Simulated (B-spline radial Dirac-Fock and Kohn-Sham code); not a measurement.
Mn³⁺, configuration [Ar] 3d4. Level of theory: the impulse approximation on Dirac–Fock orbitals (average of configuration); calculated with a B-spline radial atomic code. Open shells are averaged over j.

Before looking at the plot, say what to expect. Its caption: Compton profiles of the subshells 1s1/2, 2s1/2 and 3s1/2, per electron.

1s1/2: J(0) = 0.0345, half width 13 a.u., ⟨p⟩ = 21.2 a.u.; 2s1/2: J(0) = 0.132, half width 3.2 a.u., ⟨p⟩ = 6.97 a.u.; 3s1/2: J(0) = 0.363, half width 1.1 a.u., ⟨p⟩ = 2.82 a.u. Of these the tallest at pz = 0 is 3s1/2.

The result:

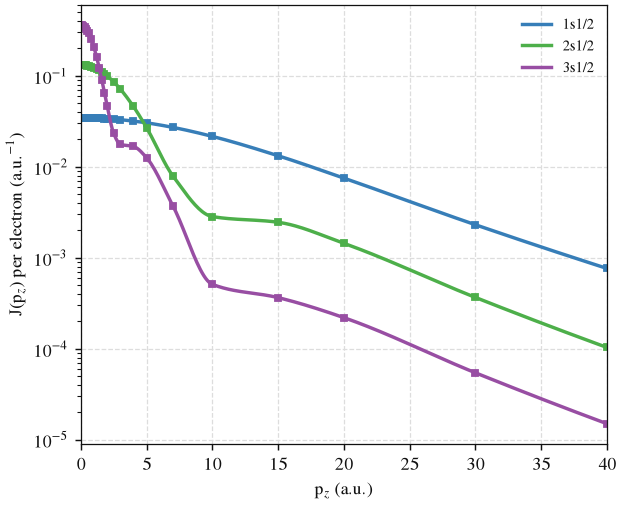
